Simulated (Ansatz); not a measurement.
## Geometry relaxation of C2H5NSi

- system: C2H5NSi
- method: RKS PBE-D4/def2-SVP (Ansatz 0.2.0)

The geometry: force-field start. Figures and captions count atoms from 1; the log counts them from 0 in places.

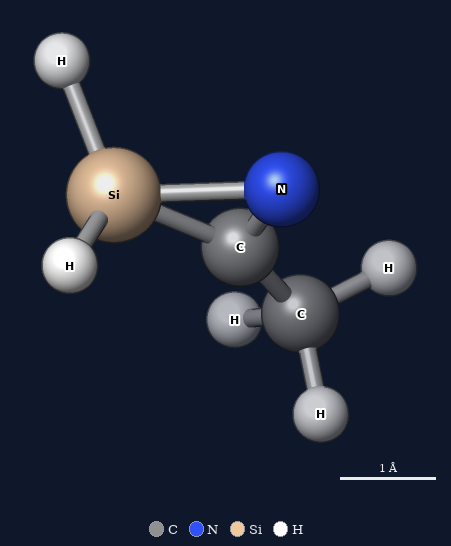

Figure 1. The structure as given in the input (ball-and-stick view, seen at a tilt). Bond lengths as drawn: C–C 1.40 Å, C–H 1.11 to 1.16 Å, C–N 1.24 Å, C–Si 1.68 Å, H–Si 1.49 to 1.52 Å and N–Si 1.77 Å.

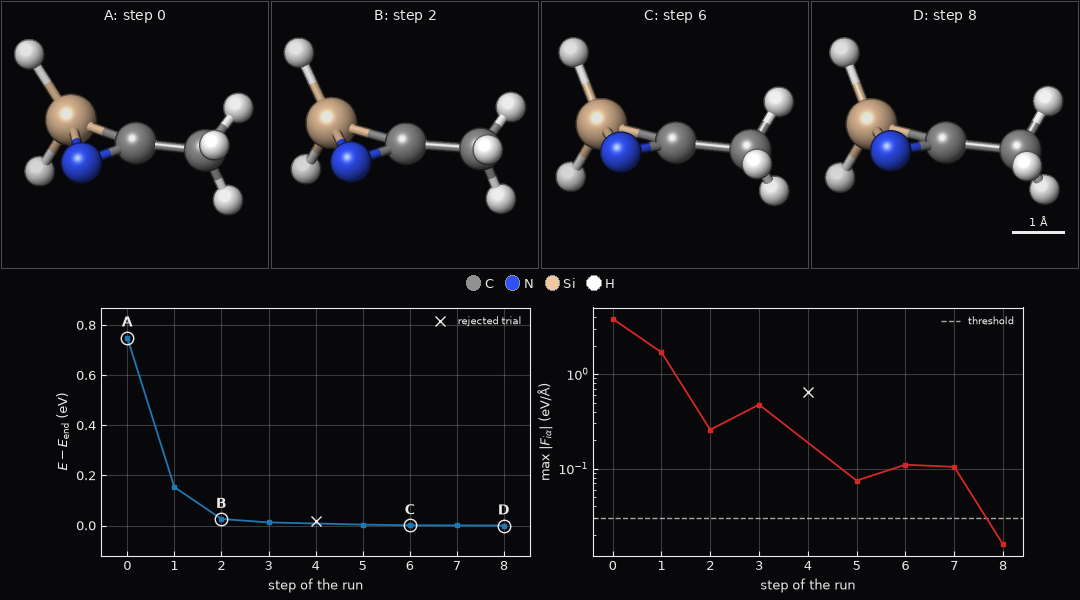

Figure 2. Frames of the relaxation (ball-and-stick view, seen at a tilt) above the curves, on which the letters mark them (the first geometry is step 0 here and step 1 in the log).

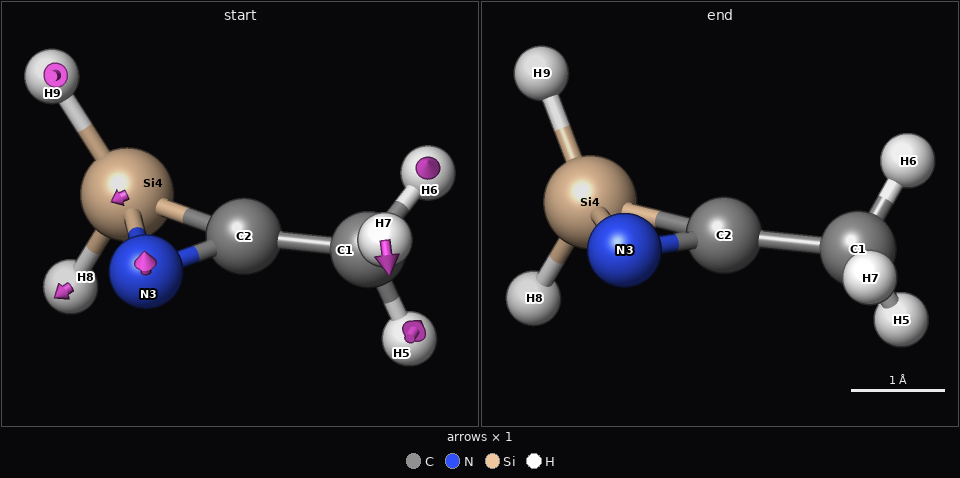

Figure 3. Before (left) and after (right) the relaxation, at one scale (ball-and-stick view, seen at a tilt). The pink arrows give the displacements, at true length. The atom that moves furthest after the best rigid fit is H7 (0.41 Å). Largest moves by element: H 0.41 Å, N 0.31 Å, Si 0.20 Å, C 0.10 Å. Among the contacts that change: C2–Si4 1.681 → 1.817 Å, C1–C2 1.396 → 1.487 Å, N3–Si4 1.770 → 1.847 Å, C1–H6 1.161 → 1.109 Å. Among the angles that change: N3–Si4–H8 105.9° → 116.4°, N3–Si4–H9 109.4° → 116.3°, H6–C1–H7 105.8° → 109.8°. The energy falls by 0.750 eV in 8 geometry steps. Largest force component: 3.8 eV/Å at the start, 0.016 eV/Å at the end. The line search rejected the trial step at point 4 (counted from 0) and went back. (Atoms are counted from 1 in the order of the input.)

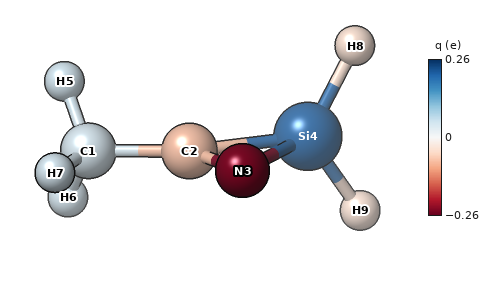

Figure 4. Mulliken charges, as the colour of each atom (ball-and-stick view, seen at a tilt; atoms are numbered from 1 in the order of the input). By element: C −0.08 to +0.05, N −0.24, Si +0.21 and H −0.05 to +0.06 e.

These pictures come from the run below.

**The input**
```yaml
crystal:
  periodic: [false, false, false]
  atoms:
    - {symbol: C, position_ang: [0.032800, 1.056200, -0.947600]}
    - {symbol: C, position_ang: [0.197400, 0.010900, -0.036800]}
    - {symbol: N, position_ang: [1.182400, -0.673800, 0.281500]}
    - {symbol: Si, position_ang: [-0.330700, -1.130500, 1.079100]}
    - {symbol: H, position_ang: [-0.175700, 0.694700, -1.982000]}
    - {symbol: H, position_ang: [-0.895400, 1.693400, -0.663200]}
    - {symbol: H, position_ang: [0.884500, 1.760400, -0.974300]}
    - {symbol: H, position_ang: [-0.617100, -2.522100, 0.644200]}
    - {symbol: H, position_ang: [-0.189800, -0.935600, 2.582100]}
basis:
  gaussian: {orbitals: def2-SVP}
hamiltonian: {xc: pbe, dispersion: d4}
relax: {f_tol: 0.03, max_steps: 200}
```

Launched with:
```bash
ansatz run in.yaml --threads 2 --pin off --events-out ev --progress --plain --max-ram 4352MiB
```

**Log**
```
Functional definition: PBE
  name "PBE"
  cite "Perdew, Burke & Ernzerhof, Phys. Rev. Lett. 77, 3865 (1996) doi:10.1103/PhysRevLett.77.3865"
  parent pbe
  parameter kappa = 0.804
  parameter beta = 0.06672455060314922
  exchange = pbe_x(kappa = kappa, mu = beta*pi^2/3)
  correlation = pbe_c(beta = beta)
974 factors; their error is unknown
mean field evaluation 1: about -11495.8722 eV, gradient 6.4e1 eV
mean field evaluation 2: about -11442.3591 eV, gradient 1.5e2 eV
mean field evaluation 4: about -11505.5860 eV, gradient 2.6e1 eV
mean field evaluation 8: about -11506.9738 eV, gradient 1.1e-1 eV
mean field evaluation 16: about -11506.9105 eV, gradient 2.7e-4 eV
mean field -11506.91053198 eV, -422.8711623860 hartree, gradient 2.3e-5 eV, S^2 0.000000; 0 other end points of the search recorded, 0 dependent functions left out
the calculation of the forces begins
reference -11506.91056511 eV, -422.8711636036 hartree; 19, 19 occupied and 66, 66 virtual orbitals, 974 factors
relax step   1: F+E_penalty+E_count = -11507.08105689 eV  Δ(F+E_penalty+E_count) = +0.000e0 eV  max|allowed force component| = 3.849e0 eV/Å  Δτ_max = 0.0000 Å  (28 SCF iters, accepted)
these checks for a lower state are left out or cut short: starts, cluster_reference, orbital_swaps, neighbouring_geometries, increment
974 factors; their error is unknown
mean field -11507.51075607 eV, -422.8932202145 hartree, gradient 9.8e-6 eV, S^2 0.000000; 0 other end points of the search recorded, 0 dependent functions left out
the calculation of the forces begins
reference -11507.51078966 eV, -422.8932214492 hartree; 19, 19 occupied and 66, 66 virtual orbitals, 974 factors
relax step   2: F+E_penalty+E_count = -11507.67787701 eV  Δ(F+E_penalty+E_count) = -5.968e-1 eV  max|allowed force component| = 1.698e0 eV/Å  Δτ_max = 0.1190 Å  (30 SCF iters, accepted)
these checks for a lower state are left out or cut short: starts, cluster_reference, orbital_swaps, neighbouring_geometries, increment
974 factors; their error is unknown
mean field evaluation 32: about -11507.6401 eV, gradient 1.9e-5 eV
mean field -11507.64013376 eV, -422.8979747572 hartree, gradient 1.9e-5 eV, S^2 0.000000; 0 other end points of the search recorded, 0 dependent functions left out
the calculation of the forces begins
reference -11507.64016738 eV, -422.8979759925 hartree; 19, 19 occupied and 66, 66 virtual orbitals, 974 factors
relax step   3: F+E_penalty+E_count = -11507.80508420 eV  Δ(F+E_penalty+E_count) = -1.272e-1 eV  max|allowed force component| = 2.576e-1 eV/Å  Δτ_max = 0.0817 Å  (29 SCF iters, accepted)
these checks for a lower state are left out or cut short: starts, cluster_reference, orbital_swaps, neighbouring_geometries, increment
974 factors; their error is unknown
mean field -11507.65386001 eV, -422.8984791875 hartree, gradient 9.0e-6 eV, S^2 0.000000; 0 other end points of the search recorded, 0 dependent functions left out
the calculation of the forces begins
reference -11507.65389343 eV, -422.8984804157 hartree; 19, 19 occupied and 66, 66 virtual orbitals, 974 factors
relax step   4: F+E_penalty+E_count = -11507.81875572 eV  Δ(F+E_penalty+E_count) = -1.367e-2 eV  max|allowed force component| = 4.752e-1 eV/Å  Δτ_max = 0.1773 Å  (30 SCF iters, accepted)
these checks for a lower state are left out or cut short: starts, cluster_reference, orbital_swaps, neighbouring_geometries, increment
974 factors; their error is unknown
mean field -11507.64952140 eV, -422.8983197463 hartree, gradient 1.1e-5 eV, S^2 0.000000; 0 other end points of the search recorded, 0 dependent functions left out
the calculation of the forces begins
reference -11507.64955479 eV, -422.8983209735 hartree; 19, 19 occupied and 66, 66 virtual orbitals, 974 factors
relax step   5: F+E_penalty+E_count = -11507.81440682 eV  Δ(F+E_penalty+E_count) = +4.349e-3 eV  max|allowed force component| = 6.513e-1 eV/Å  Δτ_max = 0.1124 Å  (29 SCF iters, rejected (line search))
these checks for a lower state are left out or cut short: starts, cluster_reference, orbital_swaps, neighbouring_geometries, increment
974 factors; their error is unknown
mean field -11507.66291097 eV, -422.8988118039 hartree, gradient 2.5e-5 eV, S^2 0.000000; 0 other end points of the search recorded, 0 dependent functions left out
the calculation of the forces begins
reference -11507.66294438 eV, -422.8988130317 hartree; 19, 19 occupied and 66, 66 virtual orbitals, 974 factors
relax step   6: F+E_penalty+E_count = -11507.82758415 eV  Δ(F+E_penalty+E_count) = -8.828e-3 eV  max|allowed force component| = 7.463e-2 eV/Å  Δτ_max = 0.0537 Å  (29 SCF iters, accepted)
these checks for a lower state are left out or cut short: starts, cluster_reference, orbital_swaps, neighbouring_geometries, increment
974 factors; their error is unknown
mean field -11507.66553367 eV, -422.8989081866 hartree, gradient 2.6e-5 eV, S^2 0.000000; 0 other end points of the search recorded, 0 dependent functions left out
the calculation of the forces begins
reference -11507.66556710 eV, -422.8989094149 hartree; 19, 19 occupied and 66, 66 virtual orbitals, 974 factors
relax step   7: F+E_penalty+E_count = -11507.83024066 eV  Δ(F+E_penalty+E_count) = -2.657e-3 eV  max|allowed force component| = 1.099e-1 eV/Å  Δτ_max = 0.0654 Å  (29 SCF iters, accepted)
these checks for a lower state are left out or cut short: starts, cluster_reference, orbital_swaps, neighbouring_geometries, increment
974 factors; their error is unknown
mean field evaluation 64: about -11507.6658 eV, gradient 2.2e-1 eV
mean field -11507.66594857 eV, -422.8989234338 hartree, gradient 2.5e-5 eV, S^2 0.000000; 0 other end points of the search recorded, 0 dependent functions left out
the calculation of the forces begins
reference -11507.66598208 eV, -422.8989246653 hartree; 19, 19 occupied and 66, 66 virtual orbitals, 974 factors
relax step   8: F+E_penalty+E_count = -11507.83066909 eV  Δ(F+E_penalty+E_count) = -4.284e-4 eV  max|allowed force component| = 1.042e-1 eV/Å  Δτ_max = 0.0507 Å  (29 SCF iters, accepted)
these checks for a lower state are left out or cut short: starts, cluster_reference, orbital_swaps, neighbouring_geometries, increment
974 factors; their error is unknown
mean field -11507.66641060 eV, -422.8989404131 hartree, gradient 2.5e-5 eV, S^2 0.000000; 0 other end points of the search recorded, 0 dependent functions left out
the calculation of the forces begins
reference -11507.66644412 eV, -422.8989416448 hartree; 19, 19 occupied and 66, 66 virtual orbitals, 974 factors
relax step   9: F+E_penalty+E_count = -11507.83113042 eV  Δ(F+E_penalty+E_count) = -4.613e-4 eV  max|allowed force component| = 1.580e-2 eV/Å  Δτ_max = 0.0097 Å  (31 SCF iters, accepted)
974 factors; their error is unknown
mean field evaluation 96: about -11507.6664 eV, gradient 7.0e-6 eV
mean field -11507.66641060 eV, -422.8989404131 hartree, gradient 2.8e-5 eV, S^2 0.000000; 1 other end points of the search recorded, 0 dependent functions left out
the calculation of the forces begins
reference -11507.66644412 eV, -422.8989416448 hartree; 19, 19 occupied and 66, 66 virtual orbitals, 974 factors
Total energy: -11507.83116394 eV, -422.9049949866 hartree
Atom 0 at     0.003858     1.137567    -1.007381 Å, force     0.008861     0.001457    -0.005733 eV/Å
Atom 1 at     0.234479     0.041032    -0.029835 Å, force     0.012515    -0.009470     0.015796 eV/Å
Atom 2 at     1.304378    -0.468968     0.473278 Å, force    -0.015334     0.006541    -0.010277 eV/Å
Atom 3 at    -0.218456    -1.291568     1.119424 Å, force    -0.001075    -0.005727     0.001583 eV/Å
Atom 4 at    -0.546104     0.749449    -1.888946 Å, force    -0.001614     0.003097     0.000253 eV/Å
Atom 5 at    -0.633080     1.924446    -0.554369 Å, force     0.002880    -0.001675    -0.001212 eV/Å
Atom 6 at     0.969056     1.577048    -1.333121 Å, force    -0.008650    -0.001354     0.002932 eV/Å
Atom 7 at    -0.466630    -2.690214     0.653690 Å, force     0.003009     0.007974     0.004424 eV/Å
Atom 8 at    -0.559100    -1.025191     2.550260 Å, force    -0.000593    -0.000844    -0.007767 eV/Å
Dipole moment:    -0.374238     0.137628    -0.141029 e Å
```

**Trajectory as extended XYZ (Å, eV, eV/Å), 9 frames, from step=1 to step=9**
```
9
Properties=species:S:1:pos:R:3:forces:R:3 step=1 energy=-11507.08106
C     0.0328    1.0562   -0.9476   -2.2372   3.8286  -1.8159
C     0.1974    0.0109   -0.0368   -0.2107   1.8588  -1.7146
N     1.1824   -0.6738    0.2815    3.3153  -1.0928   0.3202
Si   -0.3307   -1.1305    1.0791   -1.5383  -3.4655   3.8487
H    -0.1757    0.6947   -1.9820    0.1298  -0.0312   0.1438
H    -0.8954    1.6934   -0.6632    1.0673  -0.7310  -0.4307
H     0.8845    1.7604   -0.9743    0.2842  -0.1267  -0.1213
H    -0.6171   -2.5221    0.6442   -0.4605  -0.2029   0.1069
H    -0.1898   -0.9356    2.5821   -0.3499  -0.0373  -0.3371
9
Properties=species:S:1:pos:R:3:forces:R:3 step=2 energy=-11507.67788
C     0.0063    1.1088   -0.9670   -0.6943   1.4186  -0.6724
C     0.2249    0.0117   -0.0384   -0.1556   0.9922  -0.8925
N     1.2590   -0.6498    0.2921    1.2171  -0.2677   0.0534
Si   -0.2495   -1.2085    1.1179   -0.6821  -1.6984   1.6706
H    -0.1997    0.7285   -1.9914    0.0395  -0.1042   0.0524
H    -0.8892    1.7292   -0.6902    0.3936  -0.3109  -0.0487
H     0.8870    1.7811   -1.0352    0.0829  -0.1070  -0.0014
H    -0.6889   -2.5793    0.6839   -0.0842   0.1206   0.1131
H    -0.2615   -0.9682    2.6113   -0.1171  -0.0432  -0.2744
9
Properties=species:S:1:pos:R:3:forces:R:3 step=3 energy=-11507.80508
C    -0.0087    1.1459   -0.9852    0.2028   0.1115  -0.2576
C     0.2306    0.0228   -0.0471    0.0206   0.0279  -0.0080
N     1.2999   -0.6083    0.3012    0.0428   0.0252  -0.0196
Si   -0.1981   -1.2680    1.1402   -0.1854  -0.2366   0.2502
H    -0.2338    0.7331   -1.9936   -0.0492   0.0076   0.0621
H    -0.8688    1.7652   -0.6791   -0.0684   0.0493   0.0494
H     0.9050    1.7724   -1.0828   -0.0593  -0.0418   0.0197
H    -0.7097   -2.6120    0.7206    0.0712   0.0388  -0.0219
H    -0.3278   -0.9975    2.6088    0.0249   0.0181  -0.0744
9
Properties=species:S:1:pos:R:3:forces:R:3 step=4 energy=-11507.81876
C     0.0055    1.1419   -0.9996   -0.0920  -0.0492   0.1022
C     0.2248    0.0300   -0.0344    0.4752  -0.1308   0.0009
N     1.3003   -0.5465    0.3964   -0.2980   0.1956  -0.1138
Si   -0.2208   -1.2843    1.1338    0.0567   0.0737  -0.0644
H    -0.4040    0.7265   -1.9446   -0.0126   0.0422   0.0080
H    -0.7537    1.8365   -0.5897    0.0054   0.0786  -0.0823
H     0.9516    1.6814   -1.2148   -0.0218  -0.0569   0.0153
H    -0.5744   -2.6520    0.6606   -0.0498  -0.0860   0.0508
H    -0.4410   -0.9799    2.5753   -0.0630  -0.0672   0.0833
9
Properties=species:S:1:pos:R:3:forces:R:3 step=5 energy=-11507.81441 accepted=F
C     0.0055    1.1368   -1.0014    0.2216  -0.0679   0.0572
C     0.2935    0.0397   -0.0371   -0.6513  -0.0453   0.0485
N     1.3315   -0.5197    0.4642    0.3999   0.1034  -0.0940
Si   -0.2208   -1.2755    1.1125   -0.1133   0.0035  -0.0054
H    -0.5050    0.7204   -1.8954    0.0294   0.0070   0.0340
H    -0.6926    1.8691   -0.5463    0.0433  -0.0274   0.0001
H     0.9423    1.6423   -1.3079    0.0268   0.0608  -0.0644
H    -0.5331   -2.6590    0.6485    0.0308  -0.0414  -0.0110
H    -0.5331   -1.0005    2.5458    0.0127   0.0073   0.0351
9
Properties=species:S:1:pos:R:3:forces:R:3 step=6 energy=-11507.82758
C     0.0055    1.1446   -1.0029   -0.0186  -0.0085   0.0488
C     0.2404    0.0358   -0.0376    0.0542  -0.0490   0.0441
N     1.3065   -0.5228    0.4220   -0.0746   0.0738  -0.0440
Si   -0.2249   -1.2829    1.1252    0.0292   0.0082  -0.0194
H    -0.4522    0.7335   -1.9271   -0.0056   0.0262   0.0069
H    -0.7188    1.8723   -0.5800    0.0625  -0.0253  -0.0452
H     0.9583    1.6536   -1.2603   -0.0328  -0.0295   0.0124
H    -0.5422   -2.6715    0.6727   -0.0020   0.0031  -0.0042
H    -0.4842   -1.0090    2.5710   -0.0123   0.0010   0.0007
9
Properties=species:S:1:pos:R:3:forces:R:3 step=7 energy=-11507.83024
C     0.0049    1.1397   -1.0050   -0.0110   0.0039  -0.0137
C     0.2332    0.0386   -0.0318   -0.0948   0.0424  -0.0308
N     1.3026   -0.4858    0.4520    0.1099  -0.0416   0.0330
Si   -0.2172   -1.2902    1.1233   -0.0238   0.0032   0.0037
H    -0.5109    0.7475   -1.9052    0.0166  -0.0240  -0.0162
H    -0.6692    1.9056   -0.5720    0.0211   0.0185   0.0339
H     0.9695    1.6024   -1.2994   -0.0235  -0.0009  -0.0043
H    -0.4979   -2.6832    0.6607    0.0096  -0.0014  -0.0008
H    -0.5265   -1.0208    2.5604   -0.0042   0.0000  -0.0048
9
Properties=species:S:1:pos:R:3:forces:R:3 step=8 energy=-11507.83067
C     0.0050    1.1382   -1.0067   -0.1042   0.0150  -0.0604
C     0.2340    0.0412   -0.0295    0.0074  -0.0144   0.0013
N     1.3036   -0.4700    0.4725   -0.0029   0.0148   0.0061
Si   -0.2190   -1.2923    1.1187   -0.0016  -0.0126  -0.0017
H    -0.5535    0.7506   -1.8880    0.0666   0.0474   0.0907
H    -0.6296    1.9292   -0.5506    0.0602  -0.0606  -0.0381
H     0.9717    1.5725   -1.3356   -0.0235   0.0009   0.0005
H    -0.4577   -2.6937    0.6550   -0.0071   0.0173   0.0073
H    -0.5660   -1.0220    2.5473    0.0052  -0.0079  -0.0057
9
Properties=species:S:1:pos:R:3:forces:R:3 step=9 energy=-11507.83113
C     0.0039    1.1376   -1.0074    0.0089   0.0015  -0.0057
C     0.2345    0.0410   -0.0298    0.0125  -0.0095   0.0158
N     1.3044   -0.4690    0.4733   -0.0153   0.0065  -0.0103
Si   -0.2185   -1.2916    1.1194   -0.0011  -0.0057   0.0016
H    -0.5461    0.7494   -1.8889   -0.0016   0.0031   0.0003
H    -0.6331    1.9244   -0.5544    0.0029  -0.0017  -0.0012
H     0.9691    1.5770   -1.3331   -0.0086  -0.0014   0.0029
H    -0.4666   -2.6902    0.6537    0.0030   0.0080   0.0044
H    -0.5591   -1.0252    2.5503   -0.0006  -0.0008  -0.0078
```

**Results in brief**

- outcome: converged
- total energy: −11507.8312 eV
- mean-field energy: −11507.6664 eV
- dispersion energy: −0.1647 eV
- SCF solution under orbital rotations: stable
- largest force (length of the vector) at the end: 0.022 eV/Å
- dipole moment: 2.03 D
- hardware: 2 threads of Arm Neoverse V1, 23 GiB of memory available, shared host
- wall time: 14 s (CPU time 24 s)
- peak memory: 0.12 GiB
